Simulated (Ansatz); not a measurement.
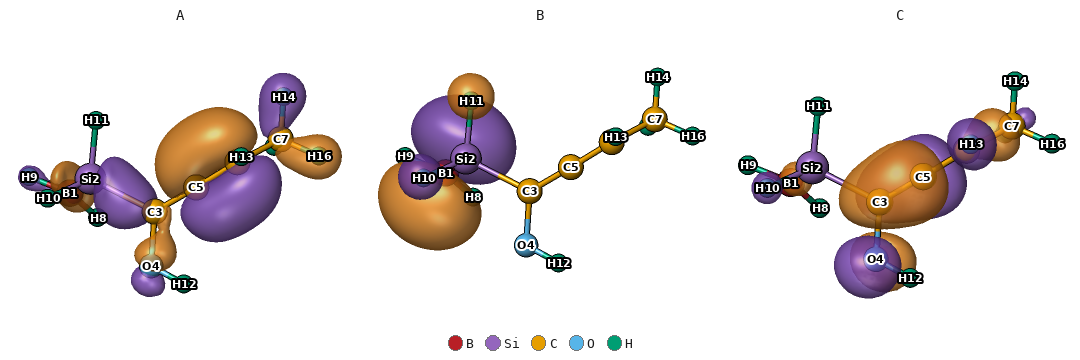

The picture shows: C$_{4}$H$_{9}$BOSi. Three frontier orbitals at ±0.1 Å⁻³ᐟ² (orange and purple are the two phases), in no order.

Computed with RKS PBE0-D4/6-31G in Ansatz.

```xyz
16

B     1.2944   -2.8728   -0.7319
Si    1.6918   -0.9081   -0.5011
C     0.2077    0.2122   -0.9027
O    -0.2364   -0.0477   -2.2137
C    -0.3341    1.0853   -0.0866
C    -0.8639    1.9461    0.7541
C    -1.9610    1.6367    1.7354
H     0.2047   -3.2717   -1.0214
H     2.1668   -3.6777   -0.5673
H     2.8373   -0.5166   -1.4044
H     2.1250   -0.6250    0.9156
H    -1.0050    0.5084   -2.4460
H    -0.4917    2.9730    0.7665
H    -1.6245    1.8218    2.7633
H    -2.2798    0.5942    1.6593
H    -2.8325    2.2807    1.5633
```

Question: Which picture is the HOMO−1, the HOMO and the LUMO?

Answer: A is the HOMO−1 (−7.16 eV). By Hirshfeld shares it lies mainly on C6 (about 35 %), C5 (about 30 %), C3 (about 5 %) and Si2 (about 5 %); π-bonding across C6–C5. C is the HOMO (−6.37 eV). By Hirshfeld shares it lies mainly on C5 (about 30 %), O4 (about 25 %) and C3 (about 25 %). B is the LUMO (−1.99 eV). It lies mainly on B1 (about 65 %), H8 (about 5 %) and H9 (about 5 %).

Question: What is the HOMO–LUMO gap?

Answer: 4.38 eV between the orbital energies.
